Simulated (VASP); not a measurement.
Band structure of NaCl. Method: PBE GGA, VASP's PBE PAW potentials (set 64) (plane waves; VASP 6.6.1).

The cell holds a wide vacuum, so values per volume refer to the whole cell.

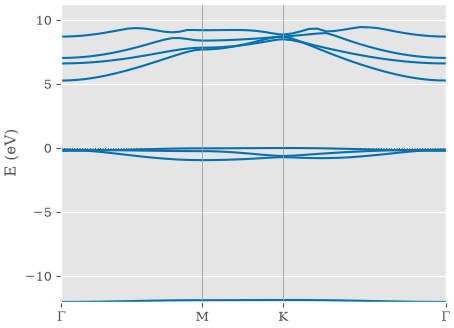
Bands along high-symmetry lines, zero at the valence-band maximum or, without a gap, the Fermi level

Task: Read the plot: is there a gap, and where are the band edges?

Result: The gap is indirect, 5.27 eV, from the valence maximum at K to the conduction minimum at Γ.

The cell is a sheet with vacuum, built from a generated structure.
